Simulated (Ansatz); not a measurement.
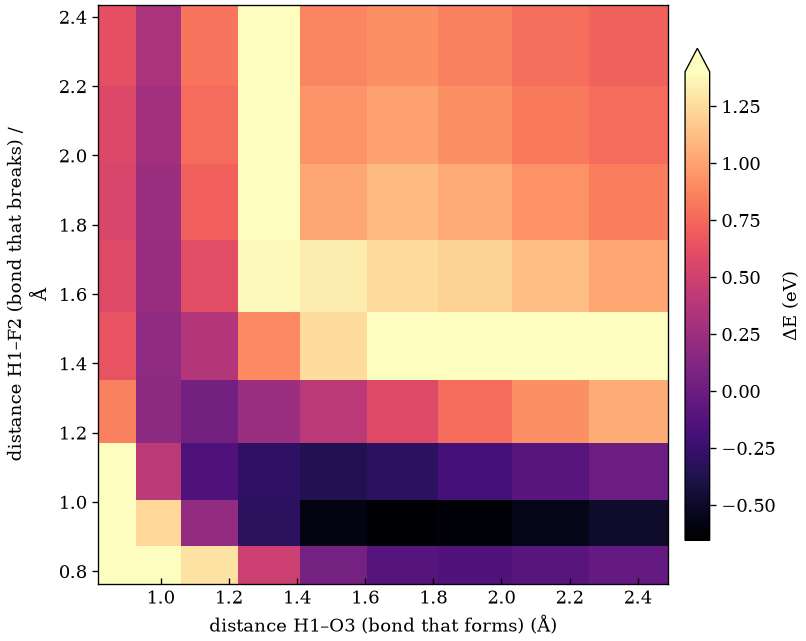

Energy landscape of the reacting system CH4FO (fragments FH + CH₃O where the first distance is long, CH₄O + F where the second is long), spin multiplicity 2. The first coordinate is: distance H1–O3 (bond that forms); the second: distance H1–F2 (bond that breaks). Relaxed at each point: all other coordinates. Grid: 9 × 9 points. Points are written as (first, second). Energies are in eV, from a guessed transition structure relaxed with its forming and breaking bonds held. Energies and slopes of some neighbouring points disagree (a jump in structure or state, or too coarse a mesh). Level of theory: UKS r2SCAN-D4/def2-SVP (Ansatz).

Drawn: one coloured cell a grid point, one colour for all values above the top of the scale. 

Q: Describe this landscape.

A: The lowest grid point is at (1.707 Å, 0.930 Å), −0.66 eV from a guessed transition structure relaxed with its forming and breaking bonds held. The highest grid point, (0.873 Å, 0.819 Å), lies 5.36 eV above the lowest.

The values on the grid:

| second ↓, first → | 0.873 | 0.984 | 1.138 | 1.313 | 1.504 | 1.707 | 1.920 | 2.142 | 2.373 |
| --- | --- | --- | --- | --- | --- | --- | --- | --- | --- |
| 2.319 | 0.62 | 0.32 | 0.80 | 1.76 | 0.88 | 0.93 | 0.85 | 0.78 | 0.72 |
| 2.088 | 0.57 | 0.28 | 0.76 | 1.71 | 0.94 | 1.00 | 0.92 | 0.83 | 0.76 |
| 1.866 | 0.55 | 0.25 | 0.71 | 1.62 | 1.02 | 1.11 | 1.04 | 0.93 | 0.84 |
| 1.653 | 0.58 | 0.23 | 0.60 | 1.38 | 1.33 | 1.26 | 1.20 | 1.11 | 1.01 |
| 1.450 | 0.64 | 0.18 | 0.36 | 0.89 | 1.25 | 1.58 | 1.85 | 2.06 | 2.22 |
| 1.259 | 0.86 | 0.17 | 0.04 | 0.25 | 0.40 | 0.58 | 0.76 | 0.92 | 1.05 |
| 1.084 | 1.44 | 0.40 | −0.14 | −0.30 | −0.36 | −0.31 | −0.20 | −0.10 | 0.00 |
| 0.930 | 2.74 | 1.23 | 0.20 | −0.31 | −0.59 | −0.66 | −0.63 | −0.56 | −0.49 |
| 0.819 | 4.70 | 2.73 | 1.27 | 0.48 | 0.05 | −0.12 | −0.14 | −0.10 | −0.04 |

Each point was launched as `ansatz run input.yaml --threads 1 --pin off --max-ram 2560MiB --backend cpu --events-out ev --progress --plain --runs-dir out`. Time for the 81 points that were run: 23 min on 1 thread of AMD EPYC 9R45 96-Core Processor (Zen 5), with other jobs on the host.
